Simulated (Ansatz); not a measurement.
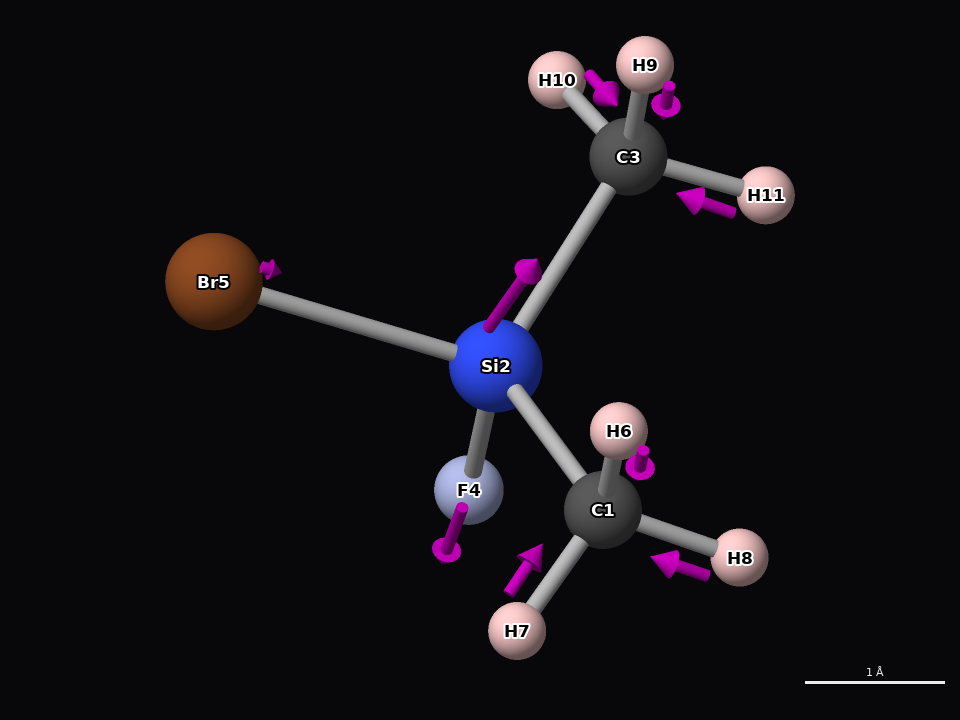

Arrows show the forces on the atoms, 6 Å of arrow for 1 eV/Å; forces under a tenth of the largest aren't drawn. Level of theory: ωB97M-V/def2-TZVPP (Ansatz 0.2.0).

> On which atom is the force largest, and how large is it?

On Si2: 0.16 eV/Å.

> Which bond do the forces act along most?

Si2–F4, now 1.599 Å: the forces push its atoms apart, so a first step downhill lengthens it.

List the force components in the frame of the picture (x right, y up, z towards the viewer), in eV/Å.

```json
{"atom": "C1", "Fx": "0.01", "Fy": "−0.01", "Fz": "0.01"}
{"atom": "Si2", "Fx": "0.06", "Fy": "0.08", "Fz": "0.13"}
{"atom": "C3", "Fx": "0.01", "Fy": "0.01", "Fz": "0.00"}
{"atom": "F4", "Fx": "−0.03", "Fy": "−0.07", "Fz": "−0.10"}
{"atom": "Br5", "Fx": "0.02", "Fy": "−0.01", "Fz": "−0.01"}
{"atom": "H6", "Fx": "−0.01", "Fy": "−0.04", "Fz": "−0.06"}
{"atom": "H7", "Fx": "0.04", "Fy": "0.06", "Fz": "−0.01"}
{"atom": "H8", "Fx": "−0.07", "Fy": "0.02", "Fz": "0.03"}
{"atom": "H9", "Fx": "−0.01", "Fy": "−0.04", "Fz": "−0.06"}
{"atom": "H10", "Fx": "0.03", "Fy": "−0.04", "Fz": "0.06"}
{"atom": "H11", "Fx": "−0.07", "Fy": "0.02", "Fz": "0.03"}
```
